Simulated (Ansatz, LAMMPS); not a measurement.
# Glassy 67P2O5-33MgO (mol %) (80 atoms): support functions against a reference, part 2 of 3

Aim: test how closely localised support functions follow the reference on glassy 67P2O5-33MgO (mol %) (80 atoms), and at what cost. A setting counts as converged where the r.m.s. difference of forces stays under 1 % of the r.m.s. force.

Ansatz 0.2.0; Kohn-Sham DFT, PBE, PAW (set soft_2), plane waves.

The cell: 20 P, 5 Mg and 55 O. The quench rate of 25 K/ps is many orders above laboratory rates. The starting topology of bonds comes from the classical model. Sampling is at Γ alone, for a cell whose shortest periodic width is 10 Å.

So far. Step 4 (Support functions low): Forces differ from the reference by 0.87 meV/Å r.m.s., 0.065 % of their size, well within a tolerance of 1 %; the energy by -5.4 meV/atom. It took 1.7 min and 13 cycles; the reference's time can't be set against it, since the two runs asked for unlike analyses.

## 5. Support functions medium

The cell is solved in localised support functions. Besides, the program derives a nominal cutoff of 464 eV for this run, against the reference's 420.

This step: Kohn-Sham DFT, PBE, PAW (set soft_2), localised support functions (medium) (Ansatz 0.2.0).

The input, input.yaml:

```yaml
crystal:
  lattice:
    - [10.3354, 0.0, 0.0]
    - [0.0, 10.3354, 0.0]
    - [0.0, 0.0, 10.3354]
  atoms:
    [... the 80 atom lines of step 3 ...]
kpoints:
  mp_grid: { grid: [1, 1, 1] }
hamiltonian:
  xc: pbe
scf:
  occupations: { method: fixed }
  eigensolver: { kind: { support_functions: { accuracy: medium } } }
  max_iter: 150
output:
  forces: true
  eigenvalues: true
```

Launch:

```bash
> ansatz run input.yaml --threads 4 --pin off --max-ram 8192MiB --backend cpu --events-out ev --progress --plain --runs-dir out
```

Numbers of over 12 decimals in the logs are rounded to 6 here.

The log of the run:

```text
[...]
Warning: basis.ecutwfc = 464 eV, auto-derived: no grid that the accuracy of the support functions lays serves the files at the lower one that their records recommend; a deck with other species or settings can derive another value
[...]
Crystal: 80 atoms, lattice volume = 1104.033 Å³
Basis set: ecut = 464 eV, 25173 PW (Γ), exchange–correlation on 150×150×150 points (8 copies of the dense FFT grid, shifted against one another)
Bands: 288, of which v1, the nominal top of the filled ones, is band 240 counted from 1 (239 counted from 0)
Symmetry: 1 space group operations
k-points: 1
[...]
SCF iter   1: F=—  HF=-55922.500988 eV  |F-HF|=—  |Δ(HF+E_count)|=         —  Δρ=1.20e-1  dr2=1.67e2  ethr=1.00e-1
[...]
SCF iter  13: F=—  HF=-55961.739047 eV  |F-HF|=—  |Δ(HF+E_count)|=   1.53e-3  Δρ=1.82e-5  dr2=4.91e-6  ethr=4.41e-9  κ⁻¹=1.9e-5(r=7)
SCF iter  14: F=-55961.740303 eV  HF=-55961.740304 eV  |F-HF|=2.86e-7  |Δ(HF+E_count)|=   1.26e-3  Δρ=6.84e-6  dr2=8.97e-7  ethr=1.02e-9
SCF 1 converged in 14 iterations: F = -55961.758349 eV  dr2 = 8.97e-7
[...]
SCF converged after 14 iterations
[...]
Free energy (F): -55961.758349 eV
[...]
Internal energy: -55961.758349 eV  (E = F + TS)
E sigma→0 (E₀):  -55961.758349 eV
Fermi energy:    3.551968 eV
[...]
Σ components = -55961.758349   (vs F -55961.758349, Δ=0.00e0)
--- Forces (eV/Å), atoms counted from 1 ---
  atom   1  P     -0.65303604    -0.63951374    -3.91787435
  atom   2  P      4.31110507     1.26318523    -0.77937020
  atom   3  P      0.91542921     1.34588917     2.44328276
  atom   4  P     -0.69305520     3.73189991     0.61922193
[...]
atom  80  O     -0.65528206    -0.09169726    -0.19355665
  max |Σ_I F_I| component: 3.30e-3 eV/Å
--- Band table (eV) ---
[...]
```

Elapsed: 1.9 min, on 4 threads of Arm Neoverse V2, shared host; peak memory 3.3 GiB.

Keys that differ from the reference: support_functions.accuracy = "medium" and scf.max_iter = 150.

Forces differ from the reference by 0.81 meV/Å r.m.s., 0.061 % of their size, well within a tolerance of 1 %; the energy by -5.4 meV/atom. It took 1.9 min and 14 cycles; the reference's time can't be set against it, since the two runs asked for unlike analyses.

## 6. Support functions medium, spacing 0.33 Å

The grid spacing sets how fine a wave the support functions can hold. Besides, the program derives a nominal cutoff of 464 eV for this run, against the reference's 420.

input.yaml, the sections that differ from step 5:

```yaml
scf:
  occupations: { method: fixed }
  eigensolver: { kind: { support_functions: { accuracy: medium, spacing: 0.33 } } }
  max_iter: 150
# crystal, kpoints, hamiltonian, output: as in step 5
```

The log of the run:

```text
[...]
Crystal: 80 atoms, lattice volume = 1104.033 Å³
Basis set: ecut = 464 eV, 25173 PW (Γ), exchange–correlation on 150×150×150 points (8 copies of the dense FFT grid, shifted against one another)
Bands: 288, of which v1, the nominal top of the filled ones, is band 240 counted from 1 (239 counted from 0)
Symmetry: 1 space group operations
k-points: 1
[...]
SCF iter   1: F=—  HF=-55919.917430 eV  |F-HF|=—  |Δ(HF+E_count)|=         —  Δρ=1.20e-1  dr2=1.68e2  ethr=1.00e-1
[...]
SCF iter  14: F=-55961.929272 eV  HF=-55961.929273 eV  |F-HF|=6.63e-7  |Δ(HF+E_count)|=   1.39e-3  Δρ=9.08e-6  dr2=1.28e-6  ethr=1.16e-9
SCF 1 converged in 14 iterations: F = -55961.949009 eV  dr2 = 1.28e-6
[...]
SCF converged after 14 iterations
[...]
Free energy (F): -55961.949009 eV
[...]
Internal energy: -55961.949009 eV  (E = F + TS)
E sigma→0 (E₀):  -55961.949009 eV
Fermi energy:    3.551989 eV
[...]
--- Forces (eV/Å), atoms counted from 1 ---
  atom   1  P     -0.65344577    -0.64016666    -3.93395438
  atom   2  P      4.33018425     1.25915742    -0.77545992
  atom   3  P      0.90799621     1.36295424     2.45218491
  atom   4  P     -0.70938074     3.71644339     0.63205255
  atom   5  P      1.43282682     4.87967907     0.04246533
  atom   6  P     -0.00857929    -1.65695507    -2.60003741
  atom   7  P      0.95186239    -0.44410779    -2.77713477
  atom   8  P     -0.57820693    -0.84237057    -0.11323594
  atom   9  P     -1.47747883    -1.02375683     2.20628108
  atom  10  P      0.36971221     2.07446594    -2.04538521
  atom  11  P     -0.30583023    -2.66329341    -2.67183668
  atom  12  P     -1.47063772     0.57386785    -0.28682359
  atom  13  P     -1.93196770     1.74746141     1.38217614
  atom  14  P      0.18495673     0.93137560    -3.88928136
[...]
atom  79  O     -0.44906054    -0.81939666     1.28316776
  atom  80  O     -0.60346016    -0.09368778    -0.23703613
  max |Σ_I F_I| component: 5.11e-1 eV/Å
--- Band table (eV) ---
[...]
```

The job ended after 55 s (4 threads; peak memory 1.8 GiB; 3.5 min of CPU time).

The program notes that the forces don't sum to zero within tolerance and the grid leaves an egg-box force.

Forces differ from the reference by 38 meV/Å r.m.s., 2.8 % of their size, over a tolerance of 1 %; the energy by -7.8 meV/atom. It took 55 s and 14 cycles; the reference's time can't be set against it, since the two runs asked for unlike analyses. The setting is coarser than the default on purpose.

## 7. Support functions medium, spacing 0.275 Å

The grid spacing sets how fine a wave the support functions can hold. Besides, the program derives a nominal cutoff of 464 eV for this run, against the reference's 420.

input.yaml, the sections that differ from step 6:

```yaml
scf:
  occupations: { method: fixed }
  eigensolver: { kind: { support_functions: { accuracy: medium, spacing: 0.275 } } }
  max_iter: 150
# crystal, kpoints, hamiltonian, output: as in step 6
```

The log of the run:

```text
[...]
Crystal: 80 atoms, lattice volume = 1104.033 Å³
Basis set: ecut = 464 eV, 25173 PW (Γ), exchange–correlation on 150×150×150 points (8 copies of the dense FFT grid, shifted against one another)
Bands: 288, of which v1, the nominal top of the filled ones, is band 240 counted from 1 (239 counted from 0)
Symmetry: 1 space group operations
k-points: 1
[...]
SCF iter   1: F=—  HF=-55922.222282 eV  |F-HF|=—  |Δ(HF+E_count)|=         —  Δρ=1.20e-1  dr2=1.68e2  ethr=1.00e-1
[...]
SCF iter  14: F=-55961.809527 eV  HF=-55961.809528 eV  |F-HF|=7.95e-7  |Δ(HF+E_count)|=   1.31e-3  Δρ=1.01e-5  dr2=1.43e-6  ethr=1.08e-9
SCF 1 converged in 14 iterations: F = -55961.827690 eV  dr2 = 1.43e-6
[...]
SCF converged after 14 iterations
[...]
Free energy (F): -55961.827690 eV
[...]
Internal energy: -55961.827690 eV  (E = F + TS)
E sigma→0 (E₀):  -55961.827690 eV
Fermi energy:    3.552223 eV
[...]
--- Forces (eV/Å), atoms counted from 1 ---
  atom   1  P     -0.65262817    -0.63921344    -3.91772046
  atom   2  P      4.31053693     1.26013863    -0.78202687
  atom   3  P      0.91505019     1.34588448     2.44387939
  atom   4  P     -0.69201399     3.73356712     0.61937806
  atom   5  P      1.41588541     4.88562753     0.03738034
  atom   6  P     -0.00551135    -1.66445690    -2.59199382
  atom   7  P      0.94995295    -0.42751793    -2.77428067
  atom   8  P     -0.57658710    -0.84852165    -0.10620379
  atom   9  P     -1.46410155    -1.02279610     2.19550600
  atom  10  P      0.37533766     2.07654585    -2.05241298
  atom  11  P     -0.26993823    -2.66653946    -2.66995961
  atom  12  P     -1.46684604     0.58778179    -0.27956195
  atom  13  P     -1.94026312     1.72102302     1.36609899
  atom  14  P      0.18452520     0.91101798    -3.89764962
[...]
atom  79  O     -0.45565116    -0.80513288     1.27867746
  atom  80  O     -0.65400777    -0.08964599    -0.19137628
  max |Σ_I F_I| component: 7.35e-3 eV/Å
--- Band table (eV) ---
[...]
```

Elapsed: 83 s, on 4 threads; peak memory 2.4 GiB.

Forces differ from the reference by 2.1 meV/Å r.m.s., 0.16 % of their size, well within a tolerance of 1 %; the energy by -6.3 meV/atom. It took 83 s and 14 cycles; the reference's time can't be set against it, since the two runs asked for unlike analyses. The setting is coarser than the default on purpose.

## 8. Support functions medium, spacing 0.238 Å

The grid spacing sets how fine a wave the support functions can hold. Besides, the program derives a nominal cutoff of 464 eV for this run, against the reference's 420.

input.yaml, the sections that differ from step 7:

```yaml
scf:
  occupations: { method: fixed }
  eigensolver: { kind: { support_functions: { accuracy: medium, spacing: 0.238 } } }
  max_iter: 150
# crystal, kpoints, hamiltonian, output: as in step 7
```

The log of the run:

```text
[...]
Crystal: 80 atoms, lattice volume = 1104.033 Å³
Basis set: ecut = 464 eV, 25173 PW (Γ), exchange–correlation on 150×150×150 points (8 copies of the dense FFT grid, shifted against one another)
Bands: 288, of which v1, the nominal top of the filled ones, is band 240 counted from 1 (239 counted from 0)
Symmetry: 1 space group operations
k-points: 1
[...]
SCF iter   1: F=—  HF=-55922.265837 eV  |F-HF|=—  |Δ(HF+E_count)|=         —  Δρ=1.20e-1  dr2=1.68e2  ethr=1.00e-1
[...]
SCF iter  14: F=-55961.864856 eV  HF=-55961.864857 eV  |F-HF|=7.72e-7  |Δ(HF+E_count)|=   1.31e-3  Δρ=9.97e-6  dr2=1.40e-6  ethr=1.07e-9
SCF 1 converged in 14 iterations: F = -55961.882984 eV  dr2 = 1.40e-6
[...]
SCF converged after 14 iterations
[...]
Free energy (F): -55961.882984 eV
[...]
Internal energy: -55961.882984 eV  (E = F + TS)
E sigma→0 (E₀):  -55961.882984 eV
Fermi energy:    3.552259 eV
[...]
--- Forces (eV/Å), atoms counted from 1 ---
  atom   1  P     -0.65256450    -0.63923565    -3.91819228
  atom   2  P      4.31045584     1.26283318    -0.77974920
  atom   3  P      0.91547346     1.34604883     2.44335750
  atom   4  P     -0.69185630     3.73347763     0.61883603
  atom   5  P      1.41576181     4.88482438     0.03721877
  atom   6  P     -0.00414095    -1.66444003    -2.59157700
  atom   7  P      0.95000496    -0.42791569    -2.77356504
  atom   8  P     -0.57734808    -0.85053269    -0.10429196
  atom   9  P     -1.46442682    -1.02187073     2.19450390
  atom  10  P      0.37608091     2.07516160    -2.05099514
  atom  11  P     -0.27097421    -2.66536425    -2.66971470
  atom  12  P     -1.46724945     0.58716463    -0.27924202
  atom  13  P     -1.93983733     1.72159208     1.36568708
  atom  14  P      0.18477091     0.91105724    -3.89739942
[...]
atom  79  O     -0.45708446    -0.80508687     1.27827959
  atom  80  O     -0.65565333    -0.09135105    -0.19279691
  max |Σ_I F_I| component: 4.35e-3 eV/Å
--- Band table (eV) ---
[...]
```

Wall time 75 s (4 threads); peak memory 2.3 GiB; 4.9 min of CPU time.

Forces differ from the reference by 1.2 meV/Å r.m.s., 0.090 % of their size, well within a tolerance of 1 %; the energy by -7.0 meV/atom. It took 75 s and 14 cycles; the reference's time can't be set against it, since the two runs asked for unlike analyses. The setting is coarser than the default on purpose.

## 9. All settings compared

Differences are against the plane-wave reference (Kohn-Sham DFT, PBE, PAW (set soft_2), plane waves), whose r.m.s. force component is 1.34 eV/Å. Energies are set beside the reference only for runs with its functional, potentials and electron count. Times are for 4 threads of Arm Neoverse V2, shared host. The reference's time includes the DOS, ELF, the stress and grids, which some other runs skip.

```
                                      run  Δ force, r.m.s. (meV/Å)  share of r.m.s. force (%)  Δ energy (meV/atom)  Δ gap (eV)  cycles     time  host memory (GiB)
                                reference                        -                          -                    -           -      10     15 s                1.3
                    support functions low                    0.872                     0.0653                -5.41     -2.0e-4      13  1.7 min                3.3
                 support functions medium                     0.81                     0.0606                -5.41      3.0e-4      14  1.9 min                3.3
 support functions medium, spacing 0.33 Å                     37.6                       2.82                -7.80     -0.0021      14     55 s                1.8
support functions medium, spacing 0.275 Å                     2.11                      0.158                -6.28      4.0e-4      14     83 s                2.4
support functions medium, spacing 0.238 Å                     1.20                     0.0898                -6.97      3.0e-4      14     75 s                2.3
```

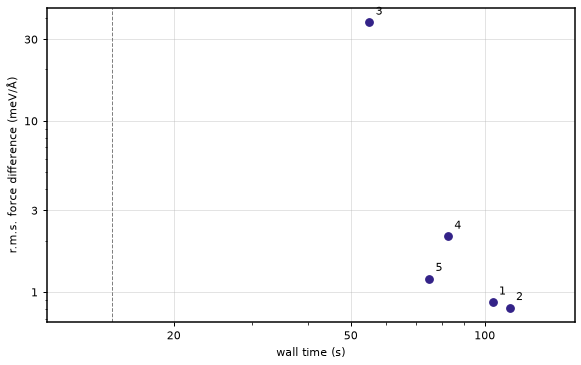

Force difference from the reference against wall time; the dashed line marks the reference's time. Points: 1 support functions low; 2 support functions medium; 3 support functions medium, spacing 0.33 Å; 4 support functions medium, spacing 0.275 Å; 5 support functions medium, spacing 0.238 Å.

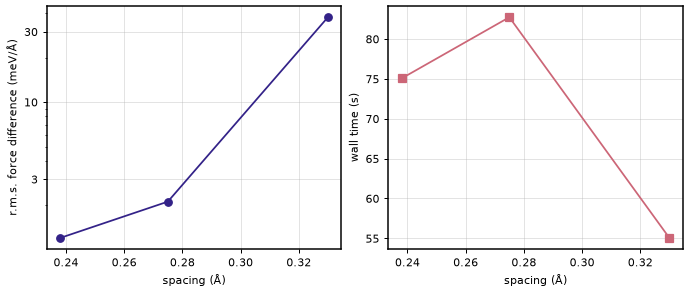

Force difference and time against the spacing.

## 10. The reference in detail

With the settings judged, the reference run is read for its physics.

Neighbours are counted within 2.11 Å (O-P), 2.68 Å (O-Mg).

Length of the force by element and coordination:

```
element  coordination  atoms  mean length of the force (eV/Å)  spread  least  most
     Mg           all      5                             1.07   0.276  0.765  1.58
      O           all     55                             1.64   0.900  0.389  3.89
      O             1      9                            0.931   0.542  0.424  2.19
      O             2     43                             1.80   0.866  0.482  3.89
      O             3      3                             1.55    1.15  0.389  3.12
      P           all     20                             3.20    1.10   1.03  5.12
      P             4     17                             3.35   0.925   1.60  5.12
      P             5      2                             2.80    1.76   1.03  4.56
      P             6      1                             1.57       0   1.57  1.57
```

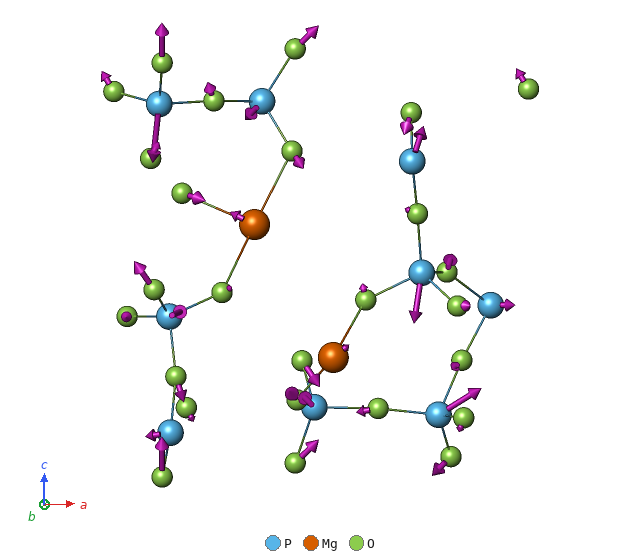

Forces as arrows; the longest in the cell is 5.12 eV/Å. Drawn is a slice 4 Å thick, seen along the normal of the ac plane. Bonds to atoms that aren't drawn are left out.

Intrinsic-atomic-orbital charges by element and coordination:

| element | coordination | atoms | mean charge (e) | spread | least | most |
| --- | --- | --- | --- | --- | --- | --- |
| Mg | all | 5 | 1.64 | 0.0077 | 1.64 | 1.65 |
| O | all | 55 | -0.948 | 0.101 | -1.16 | -0.827 |
| O | 1 | 9 | -0.983 | 0.0571 | -1.09 | -0.899 |
| O | 2 | 43 | -0.928 | 0.0976 | -1.13 | -0.827 |
| O | 3 | 3 | -1.12 | 0.0287 | -1.16 | -1.09 |
| P | all | 20 | 2.20 | 0.037 | 2.12 | 2.28 |
| P | 4 | 17 | 2.20 | 0.0329 | 2.16 | 2.28 |
| P | 5 | 2 | 2.17 | 0.0101 | 2.16 | 2.18 |
| P | 6 | 1 | 2.12 | 0 | 2.12 | 2.12 |

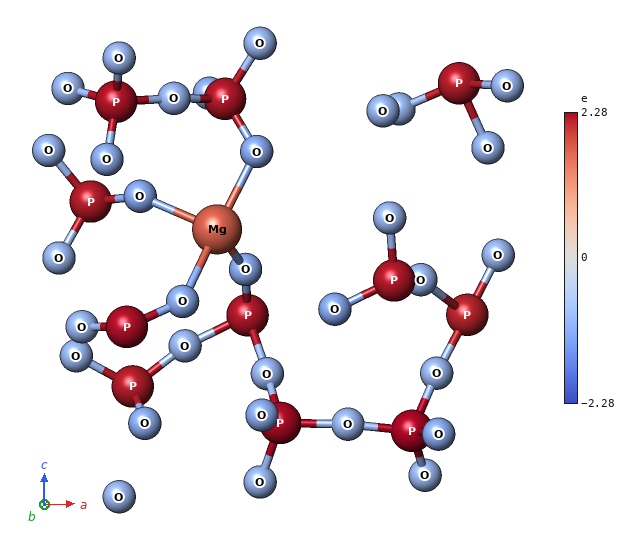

Atoms coloured by intrinsic-atomic-orbital charge. Drawn is a slice 4 Å thick, seen along the normal of the ac plane. Bonds to atoms that aren't drawn are left out.

States in the cell by windows of 1 eV, zero at the Fermi level; the larger projections on atomic orbitals stand beside the total:

```csv
from (eV),to (eV),total,O p,P p,O s
-10,-9,6.0,4.0,1.7,0.1
-9,-8,6.2,4.3,0.7,0.7
-8,-7,20.0,14.9,2.0,2.0
-7,-6,29.7,23.6,2.6,2.2
-6,-5,40.8,35.1,2.3,1.9
-5,-4,40.9,35.9,1.9,1.8
-4,-3,44.0,40.1,1.6,1.2
-3,-2,43.7,40.7,1.3,0.6
-2,-1,31.4,29.7,0.8,0.2
-1,0,22.0,20.9,0.5,0.1
0,1,1.2,1.2,0.0,0.0
1,2,0.6,0.1,0.1,0.1
2,3,3.9,0.7,0.6,0.7
3,4,6.9,1.1,1.3,1.2
4,5,8.7,1.0,1.9,1.3
```

With fixed occupations the program's Fermi level is the highest filled level; weight inside the gap is the broadening of levels at its edges.

Between -26 and -10 eV lie 154 more states.

The stored curve holds about 440 of the 480 electrons; the rest, give or take the few that broadening carries across the Fermi level, lie in deeper levels below its range.

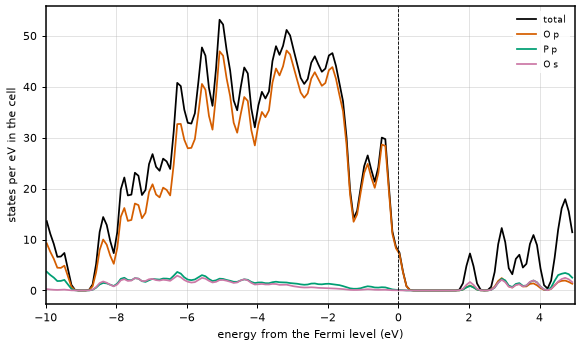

Total and projected density of states, with the broadening of the input.

The levels nearest the highest filled one (over half full), pooled over k-points and spins:

```csv
level less the highest filled one (eV),occupation
-0.474,2
-0.423,2
-0.411,2
-0.349,2
-0.238,2
0,2
2.03,0
2.87,0
3.00,0
3.39,0
3.74,0
3.91,0
```

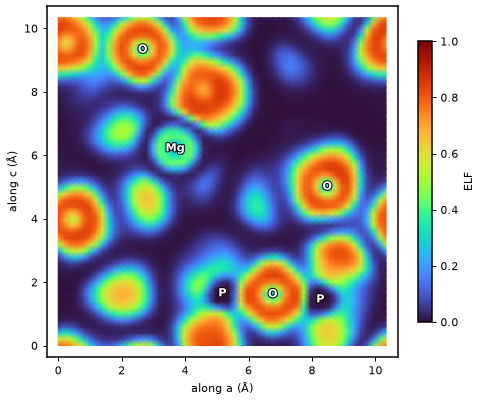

ELF in the ac plane at fractional y = 0.466, with atoms of P and Mg and O within 0.2 Å of it. It is the smooth field of the valence electrons, not physical close to the nuclei.

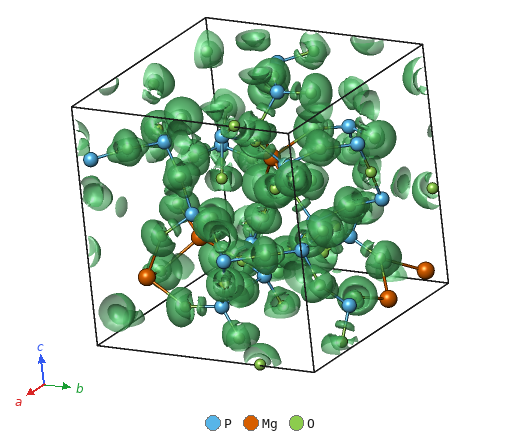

Surface of ELF = 0.8. Bonds to atoms that aren't drawn are left out.

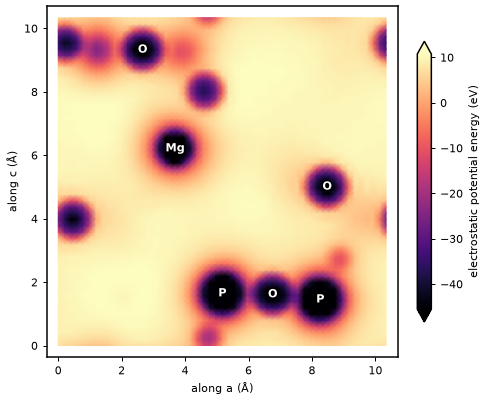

Electrostatic potential energy in the ac plane at fractional y = 0.466, with atoms of P and Mg and O within 0.2 Å of it. With pseudopotentials it is smooth inside the atoms' cores, unlike the true potential.

Mean intrinsic-atomic-orbital charges: Mg +1.64, O -0.95, P +2.20 e.

(Continued in part 3 of 3.)

[Logs are printed without paths, hosts, clocks, repeated set-up lines and the standing remarks that a program may print on its own settings, such as how far it seeks lower states.]

[Hosts, paths, dates, database ids (printed as entryN), source tags and the programs' standing remarks are cut or masked in the printed files.]
